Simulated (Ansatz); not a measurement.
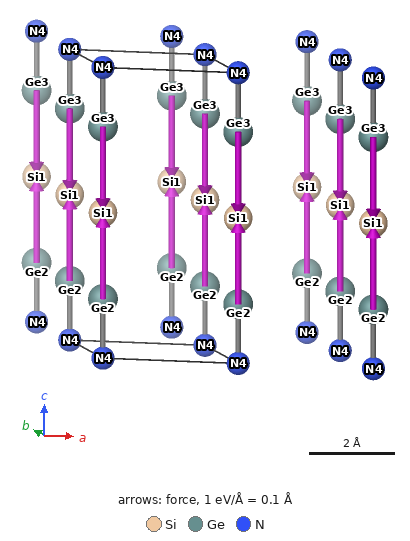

Starting geometry of crystalline SiGe₂N (a generated structure, set up in P6/mmm) (coarse preliminary run) with the computed forces as purple arrows. The picture is a ball-and-stick view of the cell of the calculation, repeated 2 × 2 × 1 with one cell outlined, seen slightly off an axis.

Level of theory: DFT PBE, scalar-relativistic, plane waves, PAW (Ansatz 0.2.0). (plane-wave cutoff 420 eV; k-point mesh 6 × 6 × 4; occupations gaussian; smearing width 0.1 eV; no spin polarisation; cell and atoms relaxed; force threshold 0.04 eV/Å; at most 70 steps)

Q: Is this structure relaxed? If not, where do the atoms go?

A: It isn't relaxed: the largest force vector, on Ge atoms, is 20.24 eV/Å. Measured relative to the changing cell, the final displacements run against the starting forces (cosine between the two patterns −1.00). The largest moves relative to the cell, 0.072 Å, are those of Ge2 and Ge3. Ge3 goes along +c. Si and N stay in place. Cell: a = b 3.332 → 3.112 Å (−6.6 %), c 6.934 → 8.836 Å (+27.4 %). Volume +11.2 %. Some distances before and after: Si1–Ge2 2.054 → 2.689 Å, Ge2–N4 1.413 → 1.729 Å. The space group stays P6/mmm (No. 191). Over 11 accepted moves (13 points after the start) the energy falls by 8.312 eV per cell of the calculation. The largest force component goes from 20 to 0.014 eV/Å. The pressure goes from 65.96 to −0.02 GPa. The SCF was repeated twice at an unchanged geometry on a basis and grid sized afresh for the cell, which shifted the energy by 0.114 eV per cell of the calculation at most. The run took 16 s on 1 thread of Intel(R) Xeon(R) 6975P-C (Granite Rapids), on a shared host, peak memory 0.41 GiB.
